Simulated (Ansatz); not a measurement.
H2CClF (P2_1): refractive index against wavelength

The refractive index of H2CClF (P2_1) along x below the direct gap (6.03 eV on the mesh) is read from one computed spectrum, n = √(Re ε). x, y and z are the Cartesian axes of the input cell.

Cell: a, b, c = 5.021, 4.148, 6.768 Å (primitive vectors), 10 atoms.

Method: Ansatz 0.2.0, PBE, independent particles, k-mesh 6×6×4 with interpolation inside its cells, Gaussian parameter 0.1 eV.

Launch of the response step: `ansatz run input.yaml --threads 4 --pin off --max-ram 8192MiB --backend cpu --events-out ev --progress --plain --runs-dir out`. The run took 64 s, on 4 threads of Arm Neoverse V1 (shared host).

| wavelength (nm) | photon energy E (eV) | n |
| --- | --- | --- |
| 700 | 1.771 | 1.6265 |
| 633 | 1.959 | 1.6300 |
| 532 | 2.331 | 1.6383 |
| 450 | 2.755 | 1.6501 |
| 405 | 3.061 | 1.6604 |
| 365 | 3.397 | 1.6736 |
| 308 | 4.025 | ? |

In the single-oscillator model n² − 1 = E₀E_d/(E₀² − E²), so 1/(n² − 1) = E₀/E_d − E²/(E₀E_d) is linear in E².

Working, on the rows shown:

| x = E² (eV²) | y = 1/(n² − 1) |
| --- | --- |
| 3.13716 | 0.607717 |
| 3.83641 | 0.603537 |
| 5.43137 | 0.593815 |
| 7.59115 | 0.58044 |
| 9.37179 | 0.569175 |
| 11.5384 | 0.555267 |

Means: x̄ = 6.8177, ȳ = 0.58499. Σ(x − x̄)(y − ȳ) = -0.3354, Σ(x − x̄)² = 53.76. Slope = -0.3354 / 53.76 = -0.006239; intercept = ȳ − slope · x̄ = 0.62752. Turned back into n, the line misses the rows shown by at most 0.00027.

**Question.** Predict the last column of the withheld row from the fit.

**Answer.** At x = 16.204 the line gives y = 0.52643, that is 1.7028. The run gave 1.7054, so the extrapolation is off by 0.0026, 3 % of the range in the table.

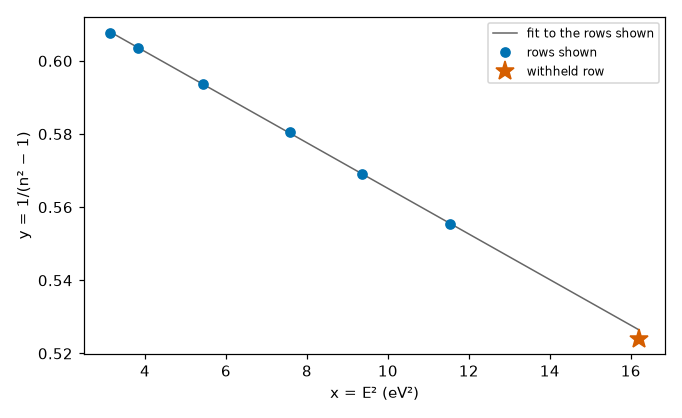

Refitted with all rows, the slope is -0.00639 and the intercept 0.62841. These give E₀ = √(intercept/−slope) = 9.92 eV and E_d = E₀/intercept = 15.8 eV; E₀ is 1.6 times the direct gap. The electronic limit at long wavelengths, without lattice vibrations, is n = √(1 + 1/intercept) = 1.610. Excitons are left out and so are local fields; PBE gaps are as a rule too small.
